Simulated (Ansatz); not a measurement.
# doublet GeSiH3ClO+ at 6 levels

We compute a comparison of 6 runs (UHF/STO-3G, UB2PLYP/6-31G*, UB3LYP/6-31G*, USVWN5/6-31G*, UMP2/6-31G*, UCCSD(T)/6-31G*) of doublet GeSiH3ClO+. 

The calculation is run with Ansatz 0.2.0.

123 further runs of the same task are left out: 123 set aside as unsound or not needed.

## 1. The structure to begin with

GeSiH3ClO+ has 7 atoms, charge +1, and is taken as a doublet. SMILES of the parent species: `Cl[SiH]1[O][GeH2]1`. Geometry: relaxed at PBE0-D4/def2-TZVP. That shape belongs to the parent species and isn't relaxed for this state.

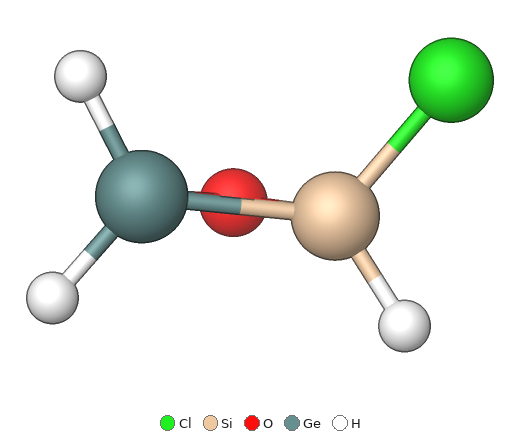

Viewed from a chosen angle; chlorine green, silicon light orange, oxygen red, germanium teal, hydrogen white.

## 2. The energy at UHF/STO-3G (run 1)

input.yaml reads:

```yaml
crystal:
  periodic: [false, false, false]
  atoms:
    - {symbol: Cl, position_ang: [0.946700, -2.488800, 0.655700]}
    - {symbol: Si, position_ang: [-0.269300, -1.038200, -0.101800]}
    - {symbol: O, position_ang: [0.399800, 0.013200, -1.157400]}
    - {symbol: Ge, position_ang: [0.044800, 1.152900, 0.326900]}
    - {symbol: H, position_ang: [-1.538000, -1.691900, -0.484400]}
    - {symbol: H, position_ang: [-0.900200, 2.274100, -0.128200]}
    - {symbol: H, position_ang: [1.377500, 1.710600, 0.843500]}
basis:
  gaussian:
    orbitals: STO-3G
magnetization:
  spin_polarized: true
  initial_magnetization: 1
accuracy: high
hamiltonian:
  xc: hf
output:
  orbitals: {seedname: orbitals}
total_charge: 1
```

Launch:

```sh
$ ansatz run input.yaml --threads 1 --pin off --max-ram 3480MiB --events-out events.jsonl --progress --plain --runs-dir runs
```

What it wrote:

```text
Warning: RAYON_NUM_THREADS=1 ignored (pool sized by the plan → 1); use --threads N
Functional definition: HF
  name "HF"
  exchange = exact_x
  correlation = 0
805 factors; integrals over basis functions are off by at most 1.5e-8 eV
mean field evaluation 1: about -78017.1086 eV, gradient 2.7e1 eV
mean field evaluation 2: about -78017.1722 eV, gradient 2.7e1 eV
mean field evaluation 4: about -78024.1174 eV, gradient 3.6e0 eV
mean field evaluation 8: about -78024.7527 eV, gradient 1.9e-1 eV
mean field evaluation 16: about -78024.7503 eV, gradient 2.3e-8 eV
mean field evaluation 32: about -78024.5773 eV, gradient 9.3e-1 eV
mean field evaluation 64: about -78013.8406 eV, gradient 1.5e1 eV
mean field evaluation 96: about -78024.6262 eV, gradient 2.7e0 eV
mean field -78024.75026073 eV, -2867.3566850065 hartree, gradient 2.3e-8 eV, S^2 0.779824; 2 other end points of the search recorded, 0 dependent functions left out
reference -78024.75026073 eV, -2867.3566850065 hartree; 37, 36 occupied and 7, 8 virtual orbitals, 805 factors
Total energy: -78024.75026073 eV, -2867.3566850065 hartree
```

Wall time 3.6 s (1 thread of Intel Xeon Platinum 8259CL at 2.50GHz (Skylake/Cascade Lake), shared host); peak memory 0.17 GiB.

## 3. The energy at UB2PLYP/6-31G(d) (spherical functions) (run 2)

job.yaml reads:

```yaml
crystal:
  periodic: [false, false, false]
  atoms:
    - {symbol: Cl, position_ang: [0.946700, -2.488800, 0.655700]}
    - {symbol: Si, position_ang: [-0.269300, -1.038200, -0.101800]}
    - {symbol: O, position_ang: [0.399800, 0.013200, -1.157400]}
    - {symbol: Ge, position_ang: [0.044800, 1.152900, 0.326900]}
    - {symbol: H, position_ang: [-1.538000, -1.691900, -0.484400]}
    - {symbol: H, position_ang: [-0.900200, 2.274100, -0.128200]}
    - {symbol: H, position_ang: [1.377500, 1.710600, 0.843500]}
basis:
  gaussian: {orbitals: 6-31G_st_-spherical.json}
total_charge: 1
magnetization: {spin_polarized: true, initial_magnetization: 1}
hamiltonian: {xc: {name: B2PLYP}}
correlation: {frozen_orbitals: {Cl: 5, Ge: 9, H: 0, O: 1, Si: 5}}
accuracy: high
output: {orbitals: {seedname: orbitals}}
```

The basis set 6-31G* is read from a file made from the Basis Set Exchange's data (not shown).

Launch:

```sh
$ ansatz run job.yaml --threads 1 --pin off --max-ram 3480MiB --events-out events.jsonl --progress --plain --runs-dir runs
```

What it wrote:

```text
Warning: RAYON_NUM_THREADS=1 ignored (pool sized by the plan → 1); use --threads N
Functional definition: B2PLYP
  name "B2PLYP"
  parameter a = 0.53
  parameter c = 0.27
  exchange = (1 - a)*b88_x + a*exact_x
  correlation = (1 - c)*lyp_c + c*(mp2_os + mp2_ss)
1868 factors; integrals over basis functions are off by at most 5.8e-9 eV
mean field evaluation 1: about -78962.1874 eV, gradient 5.0e1 eV
mean field evaluation 2: about -78962.2465 eV, gradient 5.0e1 eV
mean field evaluation 4: about -78972.1126 eV, gradient 6.8e0 eV
mean field evaluation 8: about -78972.5132 eV, gradient 8.0e-1 eV
mean field evaluation 16: about -78972.5311 eV, gradient 2.6e-3 eV
mean field evaluation 32: about -78972.5311 eV, gradient 8.5e-7 eV
mean field -78972.53112244 eV, -2902.1869892454 hartree, gradient 4.6e-8 eV, S^2 0.762208; 2 other end points of the search recorded, 0 dependent functions left out
20 core orbitals not correlated: weight in the atoms' cores, before any rotation towards them, 1.000 or more for the frozen orbitals, at most 0.000 for the correlated occupied ones
reference -78972.53114889 eV, -2902.1869902176 hartree; 17, 16 occupied and 51, 52 virtual orbitals, 1868 factors
second order -20.72359490 eV of doubles, -0.00000000 eV of singles
Total energy: -78978.12651952 eV, -2902.3926162953 hartree
```

Run time: 26 s. Hardware: 1 thread of Intel Xeon Platinum 8259CL at 2.50GHz (Skylake/Cascade Lake), shared host; peak memory 0.52 GiB.

Runs 3 to 5 aren't shown in full; the table further down has their settings and results.

## 4. A single-point energy at UCCSD(T)/6-31G(d) (spherical functions) (run 6)

input.yaml reads:

```yaml
crystal:
  periodic: [false, false, false]
  atoms:
    - symbol: Cl
      position_ang: [0.946700, -2.488800, 0.655700]
    - symbol: Si
      position_ang: [-0.269300, -1.038200, -0.101800]
    - symbol: O
      position_ang: [0.399800, 0.013200, -1.157400]
    - symbol: Ge
      position_ang: [0.044800, 1.152900, 0.326900]
    - symbol: H
      position_ang: [-1.538000, -1.691900, -0.484400]
    - symbol: H
      position_ang: [-0.900200, 2.274100, -0.128200]
    - symbol: H
      position_ang: [1.377500, 1.710600, 0.843500]
basis:
  gaussian: {orbitals: 6-31G_st_-spherical.json}
total_charge: 1
magnetization: {spin_polarized: true, initial_magnetization: 1}
correlation: {method: ccsd_t, frozen_orbitals: {Cl: 5, Ge: 9, H: 0, O: 1, Si: 5}}
accuracy: high
scf: {omitted_lower_state_checks: [cluster_reference, increment]}
```

The basis set 6-31G* is read from a file made from the Basis Set Exchange's data (not shown).

Launch:

```sh
$ ansatz run input.yaml --threads 1 --pin off --max-ram 3480MiB --events-out events.jsonl --progress --plain --runs-dir runs
```

What it wrote:

```text
Warning: RAYON_NUM_THREADS=1 ignored (pool sized by the plan → 1); use --threads N
[... 12 lines left out ...]
20 core orbitals not correlated: weight in the atoms' cores, before any rotation towards them, 1.000 or more for the frozen orbitals, at most 0.000 for the correlated occupied ones
[... 35 lines left out ...]
Total energy: -78925.67021969 eV, -2900.4648828328 hartree
Checks for a lower state left out: cluster_reference, increment
```

Run time: 75 s. Hardware: 1 thread of Intel Xeon Platinum 8259CL at 2.50GHz (Skylake/Cascade Lake), shared host; peak memory 0.78 GiB.

## 5. Overview of the runs

| run | level | frozen core orbitals | energy (Eh) | HOMO energy (eV) | LUMO energy (eV) | ⟨S²⟩ | wall time |
| --- | --- | --- | --- | --- | --- | --- | --- |
| 1 | UHF/STO-3G | – | -2867.356685 | -15.03 | -3.89 | 0.780 | 3.6 s |
| 2 | UB2PLYP/6-31G* (spherical functions) | 20 | -2902.392616 | -15.20 | -9.93 | 0.762 | 26 s |
| 3 | UB3LYP/6-31G* (spherical functions) | – | -2903.185097 | -13.86 | -11.51 | 0.754 | 21 s |
| 4 | USVWN5/6-31G* (spherical functions) | – | -2896.776504 | -12.87 | -12.24 | 0.751 | 9.3 s |
| 5 | UMP2/6-31G* (spherical functions) | 20 | -2900.418224 | – | – | 0.785 | 9 s |
| 6 | UCCSD(T)/6-31G* (spherical functions) | 20 | -2900.464883 | – | – | 0.785 | 75 s |

## 6. Outcome

```
                                           quantity           value
                                run 6: total energy  -2900.46488 Eh
run 6: correlation energy (20 core orbitals frozen)      -653.8 mEh
                              run 6: (T) correction      -17.95 mEh
           run 6: ⟨S²⟩ of the reference determinant           0.785
                               run 6: T1 diagnostic           0.026
```

What this shows: Totals of different functionals can't be ranked against each other. In run 1 the basis is minimal, so the values are rough. All runs together took 2.4 min, the longest 75 s.
